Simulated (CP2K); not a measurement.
Band structure of Al2Pt (Fm-3m, 3 atoms in the cell).

```xyz
3
Lattice="4.2212 0.0000 0.0000 2.1106 3.6557 0.0000 2.1106 1.2186 3.4466" Properties=species:S:1:pos:R:3 pbc="T T T"
Al     2.1106     1.2186     0.8617
Al     6.3318     3.6557     2.5850
Pt     0.0000     0.0000     0.0000
```

Method of the run: PBE, GPW, TZVP-MOLOPT-SR-GTH basis, GTH-PBE potentials (GTH_POTENTIALS) run with CP2K.

Settings: CUTOFF = 500 Ry; REL_CUTOFF = 40 Ry; SMEAR/METHOD = GAUSSIAN; SIGMA = 0.136 eV; KPOINTS/SCHEME = MONKHORST-PACK 7 7 7; XC_FUNCTIONAL = PBE; Al/BASIS_SET = TZVP-MOLOPT-SR-GTH-q3; Al/POTENTIAL = GTH-PBE-q3; Pt/BASIS_SET = TZVP-MOLOPT-SR-GTH-q18; Pt/POTENTIAL = GTH-PBE-q18; METHOD = GPW; EPS_DEFAULT = 1e-10; EXTRAPOLATION = USE_GUESS; NGRIDS = 5.

The starting cell comes from a database of computed structures (which also holds hypothetical and non-ambient phases and stackings), without a prior relaxation at this level. Its lattice was rescaled by a random factor within 2.5 % of one. Spin-orbit coupling is off. Spin polarisation is off. Values carry the incompleteness of an atom-centred basis.

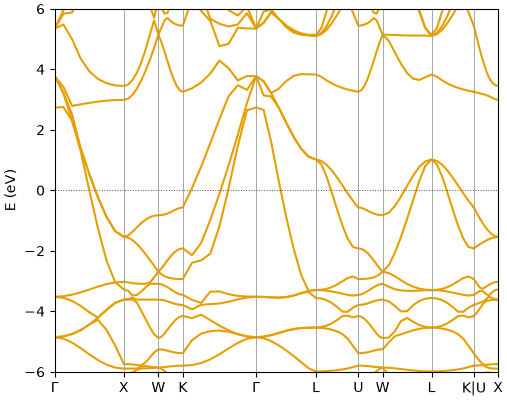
Figure: Bands along the path, energies from the Fermi level.

Levels in eV from the Fermi level, bands 10 to 15:
```csv
point,10,11,12,13,14,15
Γ,-3.52,2.73,3.77,3.77,3.77,5.35
X,-3.28,-3.02,-1.54,-1.54,2.99,3.45
W,-3.09,-2.69,-2.69,-0.83,5.14,5.14
K,-3.46,-2.94,-1.92,-0.57,3.26,5.44
L,-3.30,-3.30,1.02,1.02,3.82,5.10
U,-3.46,-2.94,-1.92,-0.57,3.26,5.44
```

Bands cross the Fermi level along this path, so the cell is metallic at this level.

Higher empty bands are left out: an atom-centred basis made for the valence describes them poorly.
